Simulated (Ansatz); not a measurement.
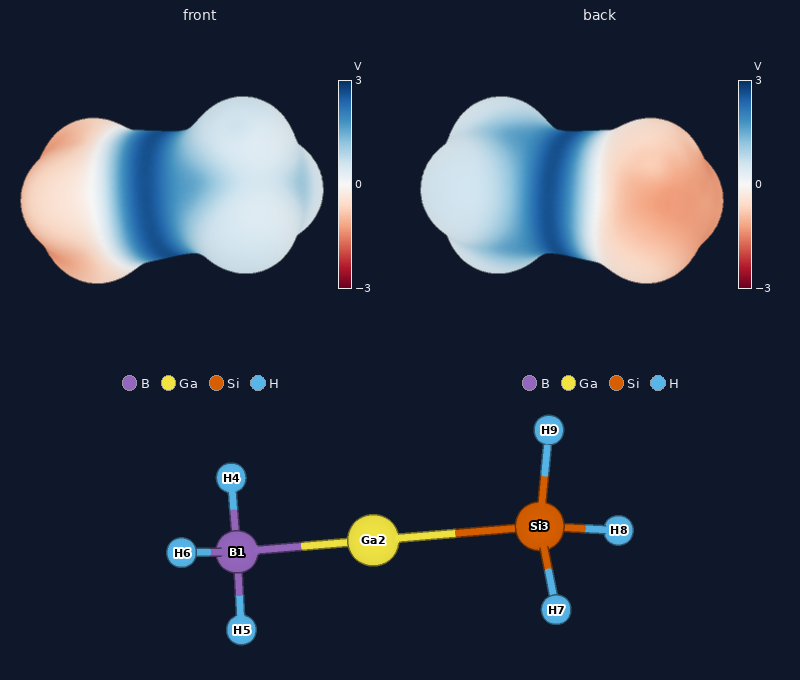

The picture shows: BGaH6Si. The electrostatic potential painted on the density surface at 0.002 e/bohr³, seen from the front and from behind; red is negative and blue positive. The bare structure is drawn below in the same view.

Geometry: PBE0-D3(BJ)/pcseg-1.

All numbers below come from isolated molecule in a Gaussian basis; Kohn-Sham density functional theory, functional PBE0 in Ansatz.

```
atom    x (Å)    y (Å)    z (Å)
   B  -0.3281   1.6994   2.2822
  Ga  -0.9892   0.7172   0.6403
  Si  -1.8025  -0.4794  -1.3667
   H   0.1448   0.8122   2.9705
   H   0.4849   2.4863   1.8300
   H  -1.3412   2.2091   2.7280
   H  -2.4946   0.4721  -2.2893
   H  -0.6560  -1.1056  -2.0940
   H  -2.7657  -1.5530  -0.9727
```

**Which sites attract a positive test charge, and which a negative one?**

A positive charge is drawn to the negative regions and a negative charge to the positive ones. The most negative region (about −1.3 V) lies over H6, the most positive (about +2.6 V) over Ga2.
